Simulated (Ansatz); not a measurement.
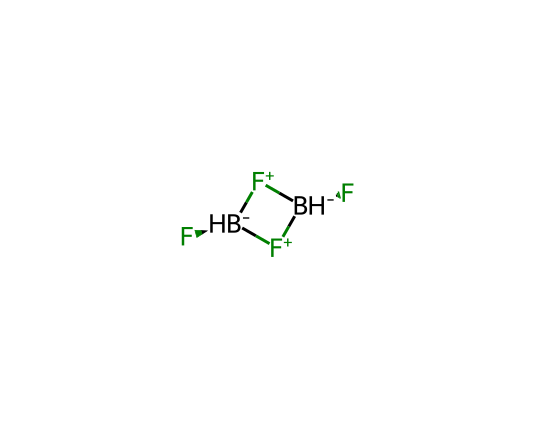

Structural formula above. The computed structure is the end point of a PBE0-D4/def2-TZVP optimisation.

What does the molecule look like in three dimensions?

It has 8 atoms: 2 boron, 4 fluorine and 2 hydrogen (B2F4H2). Its SMILES string is `F[B@H-]1[F+][B@H-](F)[F+]1`. Independent rings (smallest set): 1 of 4 members. Among its groups: B–H bond. The point group is C2h. Coordination, clear cases only: 2 F bent.

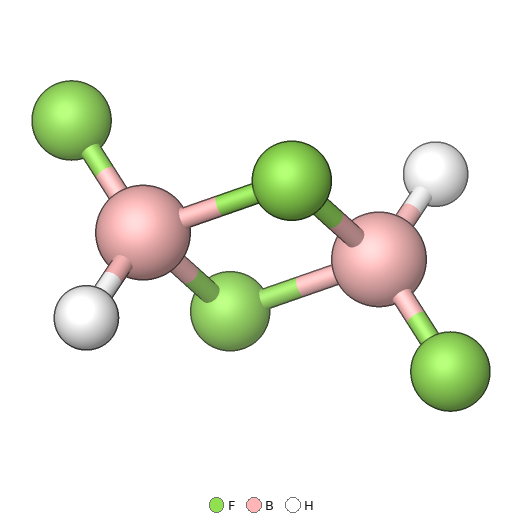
